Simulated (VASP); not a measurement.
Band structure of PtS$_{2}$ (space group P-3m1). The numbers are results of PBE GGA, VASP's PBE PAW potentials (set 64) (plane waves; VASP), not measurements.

The path is coarsely sampled, so an indirect gap can come out somewhat too large. Unless said otherwise, spin-orbit coupling is left out, though it shifts the bands of the heavy elements here.

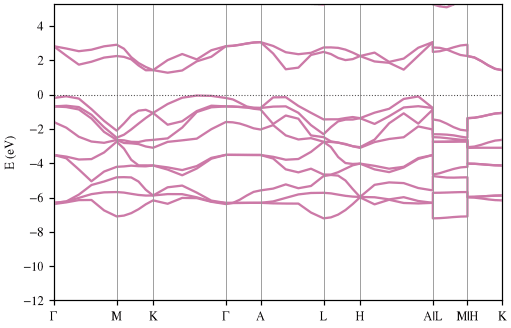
*Bands along high-symmetry lines, zero at the valence-band maximum or, without a gap, the Fermi level*

Problem. Read the plot: is there a gap, and where are the band edges?

Solution. The gap is indirect, 1.27 eV, from the valence maximum at (0.00, 0.17, 0.33) to the conduction minimum at K-Γ at 0.20.

The structure comes from a computed database's PtS2 entry; how it stands against other phases isn't given here. The cell was not relaxed at this level.
